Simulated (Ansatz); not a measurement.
# SnO (litharge type, space group P4/nmm), scan of one atom of the cell

Relaxed SnO (litharge type, space group P4/nmm):

```xyz
4
Lattice="3.7927 0.0000 0.0000 0.0000 3.7927 0.0000 0.0000 0.0000 4.7644" Properties=species:S:1:pos:R:3 pbc="T T T"
Sn     1.8964     0.0000     1.1464
Sn     0.0000     1.8964     3.6180
O      0.0000     0.0000     0.0000
O      1.8964     1.8964     0.0000
```

In this cell atom 4 (O, nearest neighbour Sn at 2.216 Å; its periodic images, 3.8 Å or more away, move with it) is moved by s along Cartesian [110], unit vector (0.707, 0.707, 0.000); all other atoms and the cell stay fixed.

Level of theory: r2SCAN+rVV10 (plane waves to 500 eV, PAW, scalar-relativistic; Ansatz, a quantum-chemistry and plane-wave program). k mesh 7×7×6 (Γ-centred), Fermi-Dirac smearing 0.05 eV. E stands for the smeared free energy. With partly filled bands, energies and forces of such displacements shift with the k mesh and the smearing. F∥ is the force on the atom along that direction. At this level the bands of SnO touch or barely overlap; measurements give the solid a gap. SnO was relaxed with its symmetry unable to fall. The PAW data are Ansatz's earlier set. The zero of ΔE is the undisplaced structure.

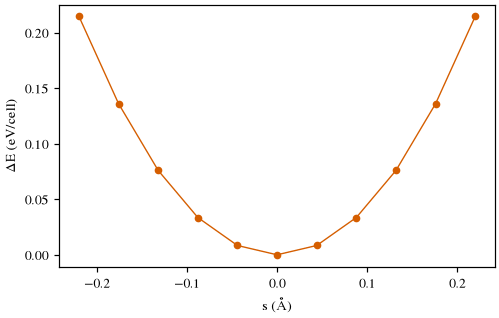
Figure: ΔE (eV/cell) against s (Å); markers are the computed points, lines only join them.

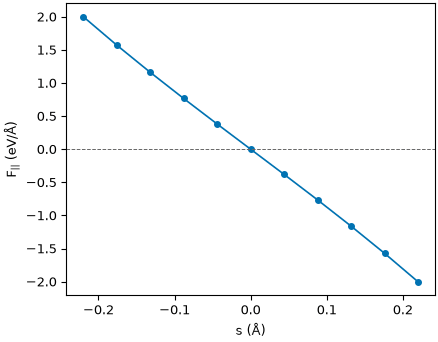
*F∥ (eV/Å) against s (Å); one marker a computed point.*

The force constant k = d²E/ds² at s = 0 (finite differences) is 8.63 eV/Å² and the energy at s = 0.220 Å comes out as 215 meV/cell. Shape of the curve: a single well with its minimum at or next to zero displacement. Symmetry of the curve: even: the same for both signs. Harmonic estimate at the end of the scan: ½ks² = 209 meV/cell against the computed 215 meV/cell, so the well is close to harmonic there.

The forces along the line at the two nearest points give (0.380 − (-0.380)) / (2·0.044) = 8.64 eV/Å²; the next pair corrects for the finite step.

(For displaced atoms, the force is minus the slope of the energy, and its curvature is a force constant, which sets phonon frequencies.)
